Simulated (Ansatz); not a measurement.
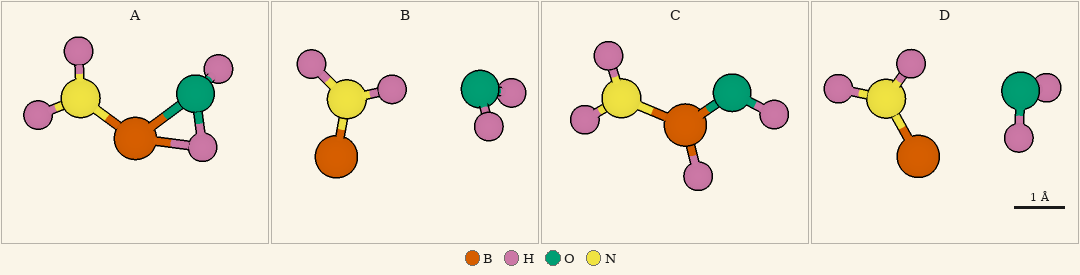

4 geometries from a converged minimum-energy path of BNH4O, shuffled. The picture is a ball-and-stick view, seen at a tilt.

Theory: Ansatz, RKS BHLYP-D4/def2-SVP. Set-up: 5 movable images; climbing image; force threshold 0.03 eV/Å; iteration limit 60; starting path through a guess of the saddle point.

### Which frame is the transition state?

A. In order along the path, whose images run from 0 to 6: C (image 0, 0.0 kJ/mol), A (image 2, +482.6 kJ/mol), D (image 4, +429.3 kJ/mol), B (image 6, +426.3 kJ/mol). Breaking: B–H (1.21 → 3.88 Å), B–O (1.36 → 3.64 Å). Forming: H–O (2.24 → 0.96 Å).

The run took 3 min on 1 thread of Arm Neoverse V1, with other jobs on the host, peak memory 0.11 GiB.
